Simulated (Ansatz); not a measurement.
The compound is CsIrF3 (cubic perovskite) (Pm-3m).

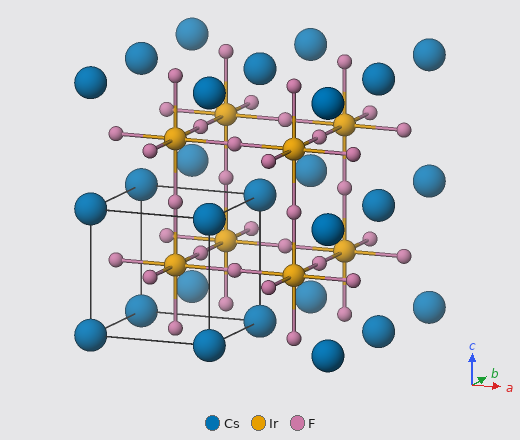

The structure (caesium blue, iridium orange, fluorine pink). 2×2×2 cells are drawn. Some periodic images of atoms are drawn too.

The structure was built from a prototype and need not be the compound's stable phase.

```xyz
5
Lattice="0.0000 -4.3113 0.0000 0.0000 0.0000 4.3113 -4.3113 0.0000 0.0000" Properties=species:S:1:pos:R:3 pbc="T T T"
Cs    0.0000    0.0000    0.0000
Ir   -2.1557   -2.1557    2.1557
F     0.0000   -2.1557    2.1557
F    -2.1557   -2.1557    0.0000
F    -2.1557    0.0000    2.1557
```

The structure was relaxed with PBEsol. The structure type comes from a generator and need not be one that this composition takes. The structure was generated from a model, not taken from a measurement. The runs that relaxed it are not among those shown. The program's search for lower electronic states was switched off, so nothing shows that the state found is the lowest. Spin-orbit coupling is left out unless a run names it. PAW set soft_2, made with PBE.

A constrained-RPA run (Ansatz 0.2.0; non-magnetic PBEsol; Ir d, bands v4 to c1, 4×4×4 mesh, medium accuracy) builds 5 functions on bands 4.3 eV wide, with 7.0 electrons in the window. The bare on-site interaction is 13.3 eV and the bare J 0.49 eV.

Question: What U and J survive the screening?

On the Ir d shell, U = 4.73 eV (36 % of the bare value), U′ = 3.98 eV, J = 0.35 eV.

The parent state is non-magnetic and the interaction static (zero frequency); U depends on the window and the orbitals, so it belongs to this model alone. Spin-orbit coupling, which is strong for atoms this heavy, is left out.

[Paths, hosts, dates, memory and timing lines, banners, echoed tables and standing remarks are left out of the program output.]

[Logs are printed without paths, hosts, clocks, repeated set-up lines and the standing remarks that a program may print on its own settings, such as how far it seeks lower states.]

[Runs of the session that timed out or met a known fault of the program may be left out.]

[Hosts, paths, dates, database ids (printed as entryN), source tags and the programs' standing remarks are cut or masked in the printed files.]
